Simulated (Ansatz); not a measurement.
# What CdAu (Pm-3m) distorts into

Wanted: the energy along a soft mode of CdAu (Pm-3m) and the structure at the end.

Calculated with Ansatz 0.2.0; DFT PBEsol, scalar-relativistic, plane waves, PAW; PAW set soft_1.

## (1) Set-up

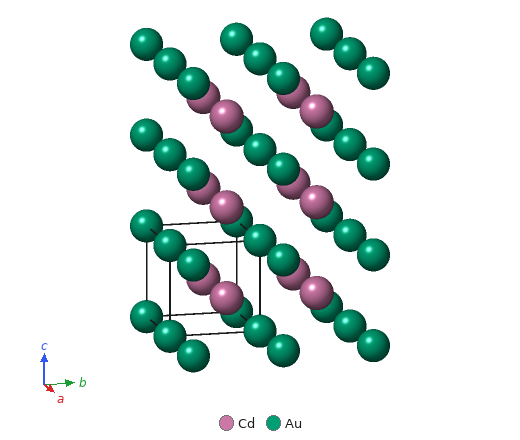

Start, viewed slightly off an axis; cadmium pink, gold teal. 2×2×3 cells are drawn. Some periodic images of atoms are drawn too.

## (2) Response at finite wavevector

The cell comes from relaxations at this level that are not shown. Stability and thermal properties need the whole zone. Linear response on a 4×4×4 q mesh gives force constants as far as a supercell of that size would.

Contents of input.yaml:

```yaml
crystal:
  lattice:
    - [3.3174904026, 0.0, 0.0]
    - [0.0, 3.3174904026, 0.0]
    - [0.0, 0.0, 3.3174904026]
  atoms:
    - { symbol: Cd, position: [0.5, 0.5, 0.5] }
    - { symbol: Au, position: [0.0, 0.0, 0.0] }
kpoints:
  mp_grid: { grid: [12, 12, 12] }
hamiltonian:
  xc: pbesol
  pseudopotentials: { kind: paw, azcp: { folder: soft_1 }, xc_functional: pbe }
scf:
  occupations: { method: methfessel_paxton, width: 0.2 }
output:
  eigenvalues: true
phonons:
  method: dfpt
  qmesh: [4, 4, 4]
  temperatures: { t_max: 1000, t_step: 50 }
  qpath:
    path:
      - [[0.0, 0.0, 0.0], [0.0, 0.5, 0.0], [0.5, 0.5, 0.0], [0.0, 0.0, 0.0], [0.5, 0.5, 0.5], [0.0, 0.5, 0.0]]
      - [[0.5, 0.5, 0.5], [0.5, 0.5, 0.0]]
    npoints: 10
```

On the command line:

```sh
$ ansatz run input.yaml --threads 4 --pin off --max-ram 10240MiB --backend cpu --events-out ev --progress --plain --runs-dir out
```

Numbers of over 12 decimals in the logs are rounded to 6 here.

What it wrote:

```text
Engine: ansatz 0.2.0, aarch64-unknown-linux-gnu
Pseudopotentials: kind: paw
Pseudopotential: Cd, paw, valence charge 20, recommended cutoff 420 eV (normal), soft_1/Cd.paw.azcp
Pseudopotential: Au, paw, valence charge 19, recommended cutoff 420 eV (normal), soft_1/Au.paw.azcp
Functional definition: PBEsol
  exchange = pbesol_x
  correlation = pbesol_c
Crystal: 2 atoms, lattice volume = 36.511 Å³
Basis set: ecut = 420 eV, 739 PW (Γ), exchange–correlation on 48×48×48 points (8 copies of the dense FFT grid, shifted against one another)
Bands: 24, of which v1, the nominal top of the filled ones, is band 20 counted from 1 (19 counted from 0)
Symmetry: 48 space group operations
k-points: 84 of 1728
Non-local potential: Cd, projectors of the file, l = 0: 3, l = 1: 2, l = 2: 2, l = 3: 1
Non-local potential: Au, projectors of the file, l = 0: 3, l = 1: 2, l = 2: 2, l = 3: 1
PAW form: soft (Blöchl's): semilocal exchange-correlation on the pseudo side does not see the compensation charge
PAW frozen core: Cd, regenerated for the run's functional, and the local potential with it (the file was generated under x = pbe(κ = 0.804, μ = 0.219515), c = pbe(β = 0.066725))
PAW frozen core: Au, regenerated for the run's functional, and the local potential with it (the file was generated under x = pbe(κ = 0.804, μ = 0.219515), c = pbe(β = 0.066725))
PAW one-centre angular grid: Cd, 590 points (default); XC on 64 Gauss nodes
PAW one-centre angular grid: Au, 590 points (default); XC on 64 Gauss nodes
Initial density: superposition of atomic densities (chi_scale 0.1, normalization cell, long waves kept (reshape's long-wave potential 0.00 eV rms))
Initial wavefunctions: pseudopotential atomic-orbital guess
Functional: x = pbesol(κ = 0.804, μ = 0.123457), c = pbesol(β = 0.046)
SCF iter   1: F=—  HF=-21197.117228 eV  |F-HF|=—  |Δ(HF+E_count)|=         —  Δρ=1.68e-1  dr2=1.57e1  ethr=3.10e-3  ⟨swp⟩=4.8  Hψ=7456  notcnv=0
preconditioner: auto → Kerker (q_TF=auto, 2.758 Å⁻¹)  [metal: Δε(μ)=0.035 eV  Ē_g=13.068 eV  σ=0.200 eV  W_gap=0.15  n_scr=18 (ndim 8)  ℏωp=29.5 eV  f_vac=0.000  D(μ)=0.92/eV (n_scr^D=6)]
SCF iter   2: F=—  HF=-21193.618525 eV  |F-HF|=—  |Δ(HF+E_count)|=    3.50e0  S|Δr|=    0.00e0  Δρ=4.26e-2  dr2=1.22e0  ethr=3.10e-3  ⟨swp⟩=3.0  Hψ=4599  notcnv=0  defer=20
SCF iter   3: F=—  HF=-21193.357280 eV  |F-HF|=—  |Δ(HF+E_count)|=   2.61e-1  S|Δr|=    0.00e0  Δρ=1.70e-2  dr2=1.27e-1  ethr=3.10e-3  ⟨swp⟩=2.2  Hψ=3028  notcnv=0  defer=28
SCF iter   4: F=—  HF=-21193.342298 eV  |F-HF|=—  |Δ(HF+E_count)|=   1.50e-2  S|Δr|=    0.00e0  Δρ=4.35e-3  dr2=4.52e-3  ethr=3.25e-4  ⟨swp⟩=2.2  Hψ=3552  notcnv=0  defer=27
SCF iter   5: F=—  HF=-21193.341163 eV  |F-HF|=—  |Δ(HF+E_count)|=   1.14e-3  S|Δr|=    0.00e0  Δρ=1.26e-3  dr2=8.15e-4  ethr=1.16e-5  ⟨swp⟩=2.1  Hψ=3745  notcnv=0  defer=27
SCF iter   6: F=—  HF=-21193.340916 eV  |F-HF|=—  |Δ(HF+E_count)|=   2.47e-4  S|Δr|=    0.00e0  Δρ=4.79e-4  dr2=1.27e-4  ethr=2.09e-6  ⟨swp⟩=2.2  Hψ=3021  notcnv=0  defer=27
SCF iter   7: F=—  HF=-21193.340888 eV  |F-HF|=—  |Δ(HF+E_count)|=   2.84e-5  S|Δr|=    0.00e0  Δρ=7.92e-5  dr2=2.39e-6  ethr=3.26e-7  ⟨swp⟩=2.0  Hψ=2505  notcnv=0  defer=27
SCF iter   8: F=—  HF=-21193.340888 eV  |F-HF|=—  |Δ(HF+E_count)|=   2.75e-7  S|Δr|=    0.00e0  Δρ=2.24e-5  dr2=2.64e-7  ethr=6.12e-9  ⟨swp⟩=2.3  Hψ=2468  notcnv=0  defer=27
SCF iter   9: F=—  HF=-21193.340887 eV  |F-HF|=—  |Δ(HF+E_count)|=   5.31e-8  S|Δr|=    0.00e0  Δρ=2.26e-6  dr2=1.68e-9  ethr=6.78e-10  ⟨swp⟩=2.0  Hψ=2471  notcnv=0  defer=27
SCF iter  10: F=—  HF=-21193.340887 eV  |F-HF|=—  |Δ(HF+E_count)|=  2.40e-10  S|Δr|=    0.00e0  Δρ=4.17e-7  dr2=5.83e-11  ethr=4.31e-12  ⟨swp⟩=2.0  Hψ=3390  notcnv=0  defer=27
SCF iter  11: F=-21193.340887 eV  HF=-21193.340887 eV  |F-HF|=7.28e-12  |Δ(HF+E_count)|=  7.28e-12  S|Δr|=    0.00e0  Δρ=7.82e-8  dr2=2.32e-12  ethr=1.00e-12  ⟨swp⟩=6.7  Hψ=8817  notcnv=0
SCF 1 converged in 11 iterations: F = -21193.340887 eV  dr2 = 2.32e-12
  greatest PAW one-centre occupation: 1.000 electrons in one spin orbital (limit 2), on the Au atom at site 1 (counted from 0), in its partial waves of l = 0
phonons: the bands overlap, so this run is a metal and interpolates without the dipole-dipole term. If the crystal is really an insulator or semiconductor, its LO-TO splitting is missing
NSCF: frozen V_eff on 84 k-points
WARN: eigensolver did not converge (k=39): 1 band(s) unlocked after 20 sweeps at ethr=1.11e-12 eV (storage-precision floor; scheduled 1.00e-12 eV) (lowest unlocked band 23, counted from 0; max residual 2.61e-6 eV among the unlocked bands, 2.61e-6 eV over every band; other slots of this pass that fall short are told together in one closing line; warning suppressed until the next SCF loop or pass starts)
WARN: eigensolver did not converge in 3 slots of this pass, the one above among them; of largest residual over every band (k=49): 1 band(s) unlocked (lowest unlocked band 23, counted from 0; max residual 7.21e-6 eV among the unlocked bands, 7.21e-6 eV over every band); of lowest unlocked band (k=39): band 23
NSCF: frozen V_eff on 196 k-points
DFPT response loops at q = (0, 0, 0) (fractional): preconditioner auto → Kerker (q_TF=auto, 2.758 Å⁻¹) (partly filled bands, converged f_vac=0.000); β = 1.00, the filter's whole step (`scf.mixing.beta` (0.50) is not read by the response loops under this deck's `scf.mixing.preconditioner`; to damp them name `kerker` or `kerker_dos`, under which they read `scf.mixing.beta`, and type it under 1.00, their step now; both keys bind the ground state too); Broyden in place of MSR1
NSCF: frozen V_eff on 1176 k-points
DFPT response loops at q = (0, 0, 0.25) (fractional): mixed as the last ones told, above
NSCF: frozen V_eff on 686 k-points
DFPT response loops at q = (0, 0, -0.5) (fractional): mixed as the last ones told, above
NSCF: frozen V_eff on 2016 k-points
DFPT response loops at q = (0, 0.25, 0.25) (fractional): mixed as the last ones told, above
NSCF: frozen V_eff on 1176 k-points
DFPT response loops at q = (0, 0.25, -0.5) (fractional): mixed as the last ones told, above
NSCF: frozen V_eff on 686 k-points
DFPT response loops at q = (0, -0.5, -0.5) (fractional): mixed as the last ones told, above
NSCF: frozen V_eff on 1872 k-points
DFPT response loops at q = (0.25, 0.25, 0.25) (fractional): mixed as the last ones told, above
NSCF: frozen V_eff on 2016 k-points
DFPT response loops at q = (0.25, 0.25, -0.5) (fractional): mixed as the last ones told, above
NSCF: frozen V_eff on 1176 k-points
DFPT response loops at q = (0.25, -0.5, -0.5) (fractional): mixed as the last ones told, above
NSCF: frozen V_eff on 392 k-points
DFPT response loops at q = (-0.5, -0.5, -0.5) (fractional): mixed as the last ones told, above
SCF converged after 11 iterations
Stability not checked: this state was not tested for a lower state beside it, because cold or Methfessel-Paxton smearing, or corrected tetrahedra, fill the levels in a way that the test cannot read (fill_not_monotonic; see scf.lower_state_search)
Free energy (F): -21193.340887 eV
Harris-Foulkes:  -21193.340887 eV  (|F-HF|=7.28e-12)
Internal energy: -21193.340712 eV  (E = F + TS)
E sigma→0 (E₀):  -21193.340844 eV
Entropy (-TS):   -0.000175 eV (-0.088 meV/atom)
Fermi energy:    18.382197 eV
--- Per-component energies (eV) ---
  E_band       = -576.020282
  E_kinetic    = 1019.035765
  E_local      = -4468.657101  (includes V_loc(G=0)·N_el)
  E_nonlocal   = 222.833316
  E_hartree    = 2030.781064
  E_xc         = -370.754900
  E_vxc        = -458.278878  (∫ρ·V_xc dr)
  E_paw        = -13618.526611  (= ΣΔE_a)
  E_vpaw       = -952.517412  (= ΣTr[D̂ρ^β])
  E_aug_tail   = 0.001880  (compensation charges beyond the density's cutoff)
  E_ewald      = -6008.705613
  E_core_change = 0.651488  (= ΣΔE_core)
  E_smearing   = -0.000175  (= −TS)
  E_closure    = 0.000000  (closes the sum)
  Σ components = -21193.340887   (vs F -21193.340887, Δ=0.00e0)
--- Band table (eV; the first three rows and the last of 84) ---
  k-point 0: bands = [... 16 lower, 14.6845, 14.6845, 14.6845, 23.0903, 23.0903, 23.0903, 26.6009, 30.2487]
  k-point 1: bands = [... 16 lower, 14.6038, 14.6038, 14.6687, 22.1794, 23.3174, 23.3174, 27.1954, 30.1978]
  k-point 2: bands = [... 16 lower, 14.3959, 14.3959, 14.6252, 20.4944, 23.9633, 23.9633, 27.8282, 30.0543]
  k-point 83: bands = [... 16 lower, 15.1245, 15.1245, 20.2467, 20.5788, 22.2637, 22.2637, 22.2637, 23.7010]
--- Phonons (Γ-DFPT): 2 representative perturbations + reference (Σ response iterations 6) ---
  ASR residual: 1.613e-4 → 0.000e0 eV/Å²; symmetrization residual: 1.371e-5 eV/Å²
  ASR residual per site (eV/Å²): 8.19e-6 1.61e-4
  Γ frequencies (cm⁻¹): 0.00 0.00 0.00 122.65 122.65 122.65
--- Phonons (arbitrary-q DFPT): 10 irreducible q on the 4×4×4 mesh ---
  q = [0.0000, 0.0000, 0.0000] (star 1, of the zone-centre solve; hermiticity 6.93e-6, symmetrization 2.69e-11): -0.00 0.00 0.00 122.65 122.65 122.65
  q = [0.0000, 0.0000, 0.2500] (star 6, 4 solved perturbations in 1848 linear systems a pass and spin channel, the states on 588 of 1728 k-point pairs; hermiticity 7.38e-6, symmetrization 5.18e-13): 42.14 42.14 63.58 113.32 113.32 130.50
  q = [0.0000, 0.0000, -0.5000] (star 3, 4 solved perturbations in 1078 linear systems a pass and spin channel, the states on 343 of 1728 k-point pairs; hermiticity 6.03e-9, symmetrization 2.92e-9): 64.88 64.88 84.78 97.22 97.22 133.22
  q = [0.0000, 0.2500, 0.2500] (star 12, 4 solved perturbations in 3108 linear systems a pass and spin channel, the states on 1008 of 1728 k-point pairs; hermiticity 4.34e-6, symmetrization 3.49e-13): -16.26 56.47 74.13 106.67 119.90 138.38
  q = [0.0000, 0.2500, -0.5000] (star 12, 6 solved perturbations on 588 of 1728 k-point pairs; hermiticity 7.08e-6, symmetrization 2.45e-8): 38.15 39.91 67.08 97.59 133.87 145.49
  q = [0.0000, -0.5000, -0.5000] (star 3, 4 solved perturbations in 1078 linear systems a pass and spin channel, the states on 343 of 1728 k-point pairs; hermiticity 8.61e-6, symmetrization 3.25e-10): -25.41 -25.41 70.15 98.97 150.82 150.82
  q = [0.2500, 0.2500, 0.2500] (star 8, 2 solved perturbations on 936 of 1728 k-point pairs; hermiticity 4.13e-6, symmetrization 2.90e-12): 36.43 36.43 60.15 127.26 127.38 127.38
  q = [0.2500, 0.2500, -0.5000] (star 12, 4 solved perturbations in 3108 linear systems a pass and spin channel, the states on 1008 of 1728 k-point pairs; hermiticity 4.42e-6, symmetrization 1.26e-8): 34.27 39.35 67.23 109.01 133.52 142.38
  q = [0.2500, -0.5000, -0.5000] (star 6, 4 solved perturbations in 1848 linear systems a pass and spin channel, the states on 588 of 1728 k-point pairs; hermiticity 6.08e-6, symmetrization 8.45e-10): 34.16 34.16 67.45 107.75 139.18 139.18
  q = [-0.5000, -0.5000, -0.5000] (star 1, 2 solved perturbations on 196 of 1728 k-point pairs; hermiticity 3.07e-13, symmetrization 9.34e-13): 74.21 74.21 74.21 122.10 122.10 122.10
  sum rule: each row above includes the acoustic sum rule's correction from the zone centre's row sums; it moved no ω² by more than (0.47 cm⁻¹)²
  mesh force constants: q→R imaginary residual 4.27e-18; ASR residual 1.613e-4 → 0.000e0 eV/Å²; symmetrization residual 4.441e-15 eV/Å²
  interpolated dispersion: 62 rows × 6 modes
  density of states and harmonic sums: on the 20×20×20 q-mesh, interpolated from the force constants of a 4×4×4 supercell (no non-analytic term)
  largest difference from the sums on the solved wave vectors: F 5.72e-2 eV, S 6.84e-5 and C_V 1.15e-5 eV/K
  zero-point energy: 0.031724 eV/cell   skipped modes (ω ≤ 0): 68, of them read as no rigid motion or as one in doubt: 65 (1.988e-1 modes/cell left out, lowest -25.41 cm⁻¹)   left out of the sums: 3.32e-2 of the cell's modes: C_V's classical limit lies that fraction below 3 k_B per atom; for a crystal, a wire or a layer, F and S can be off by more, and a phonons.interpolated_qmesh denser along its periods is the remedy for the sampling
```

Wall time 4.6 min (4 threads of Arm Neoverse V2, shared host); peak memory 2.1 GiB; 18 min of CPU time.

This step gave:

```yaml
volume_per_atom: 18.26 Å³
gap_on_the_k_mesh: 0 eV
sum_rule_residual_before_enforcement: 1.61e-4 eV/Å²
lowest_frequency_on_the_path: -25.41 cm⁻¹
point_group: m-3m
highest_frequency_on_the_path_or_at_a_solved_wavevector: 150.8 cm⁻¹
highest_optical_mode_at_the_zone_centre_no_lo_to_term: 122.7 cm⁻¹
lowest_optical_zone_centre_mode: 122.7 cm⁻¹
lowest_mode_on_the_q_mesh_acoustic_modes_at_gamma_apart: -25.41 cm⁻¹
```

Frequencies (cm⁻¹) solved at each irreducible wavevector; negative means imaginary. Frequencies by wavevector, by row:

```tsv
q in reciprocal lattice units	star	mode 1	mode 2	mode 3	mode 4	mode 5	mode 6
0 0 0	1	0	0	0	122.7	122.7	122.7
0 0 0.25	6	42.1	42.1	63.6	113.3	113.3	130.5
0 0 -0.5	3	64.9	64.9	84.8	97.2	97.2	133.2
0 0.25 0.25	12	-16.3	56.5	74.1	106.7	119.9	138.4
0 0.25 -0.5	12	38.1	39.9	67.1	97.6	133.9	145.5
0 -0.5 -0.5	3	-25.4	-25.4	70.2	99	150.8	150.8
0.25 0.25 0.25	8	36.4	36.4	60.1	127.3	127.4	127.4
0.25 0.25 -0.5	12	34.3	39.4	67.2	109	133.5	142.4
0.25 -0.5 -0.5	6	34.2	34.2	67.5	107.8	139.2	139.2
-0.5 -0.5 -0.5	1	74.2	74.2	74.2	122.1	122.1	122.1
```

Interpolated from a 4×4×4 q mesh. Phonon branches along the path, in cm⁻¹:

```tsv
point	branch 1	branch 2	branch 3	branch 4	branch 5	branch 6
Γ	0	0	0	123	123	123
X	65	65	85	97	97	133
M	-25	-25	70	99	151	151
Γ	0	0	0	123	123	123
R	74	74	74	122	122	122
X	65	65	85	97	97	133
jump to R	74	74	74	122	122	122
M	-25	-25	70	99	151	151
```

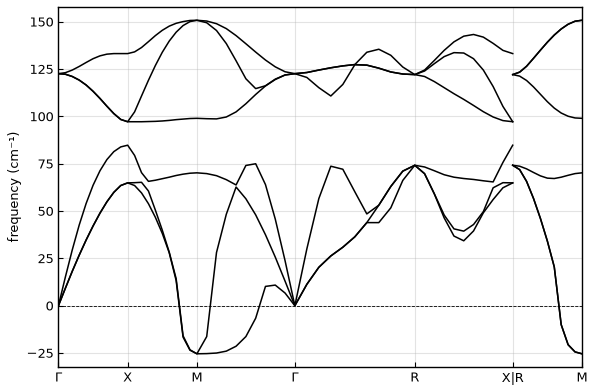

Phonon branches along the path.

Symmetry leaves 10 wavevectors to solve. The lowest mode among them, the acoustic zeros apart, lies at q = (0, -0.5, -0.5) and is imaginary, 25.4i cm⁻¹, so the energy falls along it.

## (3) The mode frozen in, largest atomic shift 0 Å

The mode followed lies at q = (0, -0.5, -0.5) with frequency 25.4i cm⁻¹ and is 2-fold degenerate, the softest among the wavevectors solved. At small amplitude the distorted cell has space group no. 51 by a symmetry search on the positions. The undistorted cell that holds it gives the zero of energy on the same k mesh.

System of this step: CdAu. Symmetry: Pm-3m, No. 221, cubic system. The conventional cell has a = 3.317 Å, b = 3.317 Å, c = 3.317 Å, α = 90.00°, β = 90.00°, γ = 90.00°. Nearest to Cd lie 8 Au at 2.87 Å. Nearest to Au lie 8 Cd at 2.87 Å. Farther neighbours are not listed.

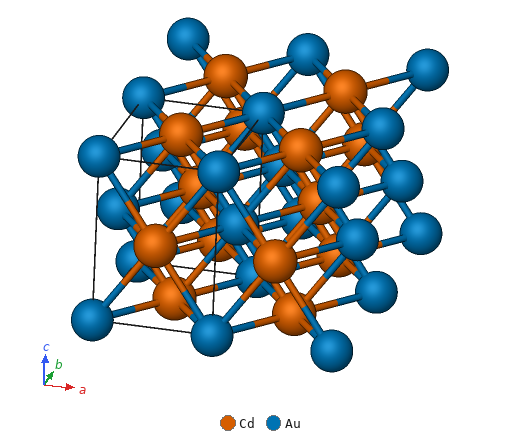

The cell of this step (cadmium orange, gold blue). 2×2×1 cells are drawn. Some periodic images of atoms are drawn too.

input.yaml, the sections that differ from step 2:

```yaml
crystal:
  lattice:
    - [-3.3174904026, 0.0, 0.0]
    - [0.0, -3.3174904026, -3.3174904026]
    - [0.0, -3.3174904026, 3.3174904026]
  atoms:
    - { symbol: Cd, position: [0.5, 0.0, 0.5] }
    - { symbol: Cd, position: [0.5, 0.5, 0.0] }
    - { symbol: Au, position: [0.0, 0.5, 0.5] }
    - { symbol: Au, position: [0.0, 0.0, 0.0] }
kpoints:
  mp_grid: { grid: [12, 10, 10] }
output:
  forces: true
  stress: true
  eigenvalues: true
# hamiltonian, scf: as in step 2
# phonons: removed
```

What it wrote:

```text
[...]
Crystal: 4 atoms, lattice volume = 73.023 Å³
Basis set: ecut = 420 eV, 1459 PW (Γ), exchange–correlation on 48×64×64 points (8 copies of the dense FFT grid, shifted against one another)
Bands: 47, of which v1, the nominal top of the filled ones, is band 39 counted from 1 (38 counted from 0)
Symmetry: 32 space group operations
[...]
k-points: 147 of 1200
[...]
k-point 0: bands = [... 35 lower, 14.6847, 15.0837, 16.5987, 16.5987, 18.7908, 20.8053, 23.0903, 23.0904, ... 4 higher]
  k-point 1: bands = [... 35 lower, 14.6785, 14.9030, 15.9551, 16.8703, 19.2578, 21.1657, 22.7018, 22.9009, ... 4 higher]
  k-point 2: bands = [... 35 lower, 14.5605, 14.6609, 14.9298, 17.4802, 19.6995, 21.9654, 22.3471, 22.3882, ... 4 higher]
  k-point 146: bands = [... 35 lower, 15.0846, 16.5981, 16.5981, 16.5995, 16.5995, 18.7910, 18.7910, 20.8058, ... 4 higher]
[key lines of the parts left out:]
SCF converged after 9 iterations
Free energy (F): -42386.676262 eV
Fermi energy:    18.296460 eV
P = ⅓ Tr σ = 0.0435 GPa (0.435 kbar)
```

It took 5.3 s on 4 threads; peak memory 0.61 GiB; 20 s of CPU time.

This step gave:

```yaml
pressure: 0.04345 GPa
energy_from_the_undistorted_cell: 0 meV/atom
```

The run ends at a pressure of 0.04 GPa.

## (4) The mode frozen in, largest atomic shift 0.22 Å

The atoms are moved along the unstable eigenvector, the largest shift by 0.22 Å, with the cell fixed.

input.yaml, the sections that differ from step 3:

```yaml
crystal:
  lattice:
    - [-3.3174904026, 0.0, 0.0]
    - [0.0, -3.3174904026, -3.3174904026]
    - [0.0, -3.3174904026, 3.3174904026]
  atoms:
    - { symbol: Cd, position: [0.5, 0.0413573055, 0.5] }
    - { symbol: Cd, position: [0.5, 0.4586426945, 0.0] }
    - { symbol: Au, position: [0.0, 0.5468919192, 0.5] }
    - { symbol: Au, position: [0.0, -0.0468919192, 0.0] }
# kpoints, hamiltonian, scf, output: as in step 3
```

What it wrote:

```text
[...]
Crystal: 4 atoms, lattice volume = 73.023 Å³
Basis set: ecut = 420 eV, 1459 PW (Γ), exchange–correlation on 48×64×64 points (8 copies of the dense FFT grid, shifted against one another)
Bands: 47, of which v1, the nominal top of the filled ones, is band 39 counted from 1 (38 counted from 0)
Symmetry: 8 space group operations
[...]
k-points: 252 of 1200
[...]
k-point 0: bands = [... 35 lower, 14.7463, 14.9885, 16.5937, 16.9831, 18.7021, 20.5918, 23.0842, 23.4663, ... 4 higher]
  k-point 1: bands = [... 35 lower, 14.7130, 15.0121, 15.9593, 17.1053, 19.0880, 21.0183, 23.2467, 23.2569, ... 4 higher]
  k-point 2: bands = [... 35 lower, 14.7220, 14.9582, 14.9641, 17.4592, 19.4007, 22.2590, 22.4492, 22.7633, ... 4 higher]
  k-point 251: bands = [... 35 lower, 15.0679, 16.6600, 16.6600, 16.7605, 16.7605, 18.8188, 18.8188, 20.6441, ... 4 higher]
[key lines of the parts left out:]
SCF converged after 9 iterations
Free energy (F): -42386.686827 eV
Fermi energy:    18.289918 eV
P = ⅓ Tr σ = 0.2225 GPa (2.225 kbar)
```

Wall time 9.1 s (4 threads); peak memory 0.79 GiB; 35 s of CPU time.

Numbers from this step:

```yaml
pressure: 0.2225 GPa
energy_from_the_undistorted_cell: -2.631 meV/atom
```

The energy, extrapolated to zero smearing, is -2.63 meV/atom against the undistorted cell.

The run ends at a pressure of 0.22 GPa, with forces up to 0.032 eV/Å.

## (5) Energy along the mode, all amplitudes (two of the runs are shown above)

An imaginary frequency means negative curvature, so the energy should fall and then rise again as anharmonic terms take over.

This step gave:

```yaml
depth_at_the_lowest_point_sampled: 2.631 meV/atom
largest_atomic_shift_at_that_point: 0.22 Å
```

Table of energy from the parent by largest atomic shift:

```tsv
largest atomic shift (Å)	energy from the parent (meV/atom)
0.000	0
0.040	-0.262
0.080	-0.976
0.140	-2.37
0.220	-2.63
0.320	5.99
```

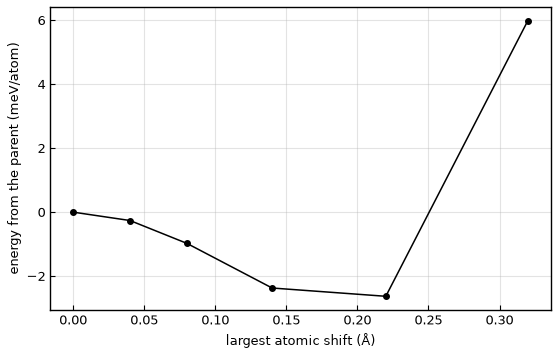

Energy from the parent against largest atomic shift.

Displacement at unit largest shift by atom:

```tsv
atom	x (Å)	y (Å)	z (Å)	size
Cd1	0.000	-0.624	-0.624	0.882
Cd2	0.000	0.624	0.624	0.882
Au3	0.000	-0.707	-0.707	1.000
Au4	0.000	0.707	0.707	1.000
```

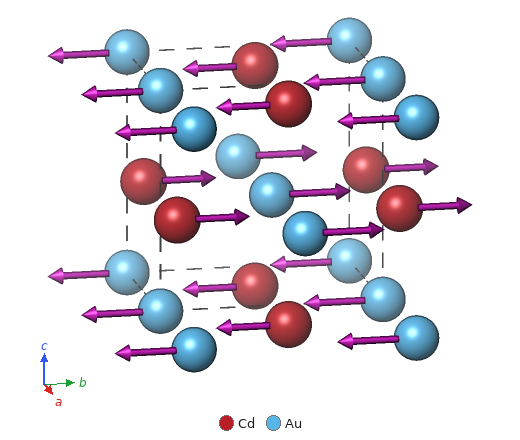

Displacement at unit largest shift as arrows, the longest 1.000 Å. 2×1×1 cells are drawn. Some periodic images of atoms are drawn too.

The lowest of the steps tried is at 0.22 Å, 2.63 meV/atom below the parent; the bottom of the well need not coincide with a step.

[end of part 1 of 2]

[Logs are printed without paths, hosts, clocks, repeated set-up lines and the standing remarks that a program may print on its own settings, such as how far it seeks lower states.]

[Hosts, paths, dates, database ids (printed as entryN), source tags and the programs' standing remarks are cut or masked in the printed files.]
